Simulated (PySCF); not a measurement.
# C2H6Ce (Ce(CH3)2): the cost of one run

The runs use PySCF 2.14.0; PBE0, Ce lcecp-0-SVP with ECP48, C def2-SVP, H def2-SVP; scalar-relativistic core potentials, no spin–orbit coupling.

1 further run of the same task is left out (for a known fault of the program).

## 1. The system as given

9 atoms, charge 0, spin multiplicity 1.

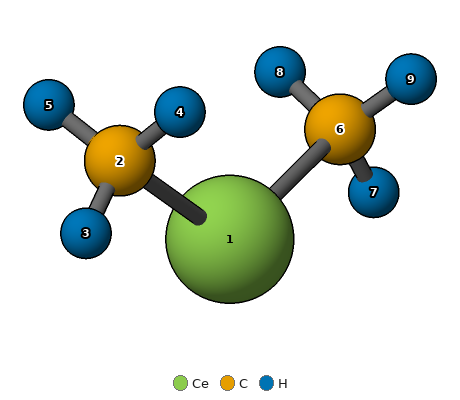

Start geometry, drawn with cerium green, carbon amber, hydrogen blue; atoms are numbered from 1 in the order of the file.

Geometry (Å):

| atom | x (Å) | y (Å) | z (Å) |
| --- | --- | --- | --- |
| Ce1 | 0.0000 | 0.0000 | 0.0000 |
| C2 | 2.4518 | 0.0000 | 1.0972 |
| H3 | 3.2032 | 0.0000 | 0.3076 |
| H4 | 2.5735 | 0.8900 | 1.7147 |
| H5 | 2.5735 | -0.8900 | 1.7147 |
| C6 | -2.4518 | 0.0000 | 1.0972 |
| H7 | -3.2032 | 0.0000 | 0.3076 |
| H8 | -2.5735 | -0.8900 | 1.7147 |
| H9 | -2.5735 | 0.8900 | 1.7147 |

Formal oxidation states: Ce +2. Each metal's 2 4f electrons lie in its core potential, so multiplicities, spins and levels count the valence alone. For divalent La, Ce, Gd or Lu the extra electron is normally 5d or 6s, so this core forces an excited configuration.

## 2. SCF at the start, singlet

The input, run.py (the lines that set the calculation):

```python
mol = gto.M(atom='''
Ce     0.00000     0.00000     0.00000
C      2.45180     0.00000     1.09720
H      3.20320     0.00000     0.30760
H      2.57350     0.89000     1.71470
H      2.57350    -0.89000     1.71470
C     -2.45180     0.00000     1.09720
H     -3.20320     0.00000     0.30760
H     -2.57350    -0.89000     1.71470
H     -2.57350     0.89000     1.71470''',
    basis={'Ce': 'lcecp-0-SVP', 'C': 'def2-SVP', 'H': 'def2-SVP'},
    ecp={'Ce': 'lcecp-0-SVP'},
    charge=0, spin=0)
mf = dft.RKS(mol, xc='PBE0')
mf.grids.atom_grid = (50, 194)  # f atoms: unpruned, at least (60, 302)
mf = mf.density_fit()  # fitting sets: Ce AutoAux, C def2-universal-JKFIT, H def2-universal-JKFIT
mf.conv_tol = 1e-08; mf.max_cycle = 55
mf.kernel(dm0)  # dm0: free metal ions and neutral atoms
```

Command:

```bash
$ OMP_NUM_THREADS=2 python run.py
```

Q: Estimate wall time and peak memory on 2 threads of Intel Xeon Platinum 8488C (Sapphire Rapids), shared host.

About 2.7 s, with a peak of 0.57 GiB.
